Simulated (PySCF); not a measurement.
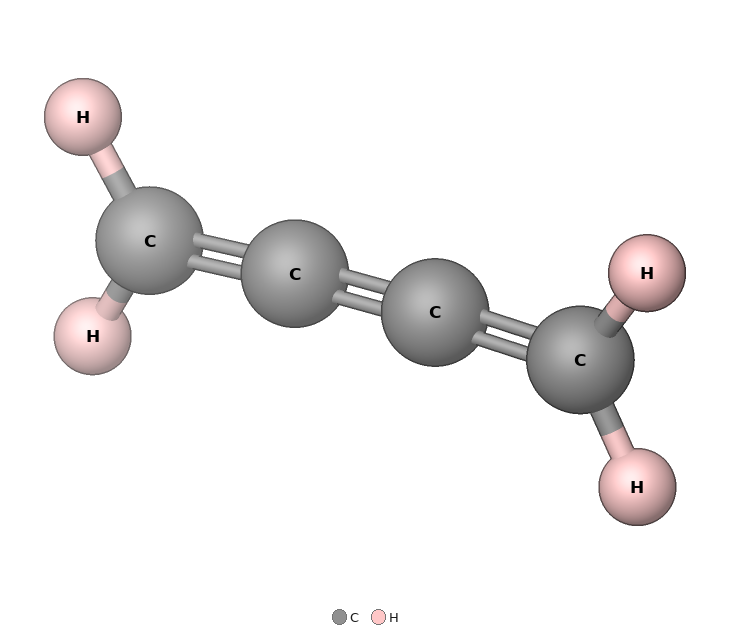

Simulated data, not a measurement (program: PySCF).

Orthographic view. Depth is shown by fading: the farther an atom, the more it takes the colour of the background. Geometry: a fixed input geometry, not necessarily a minimum.

Q: Write the InChI string.

A: InChI=1S/C4H4/c1-3-4-2/h1-2H2
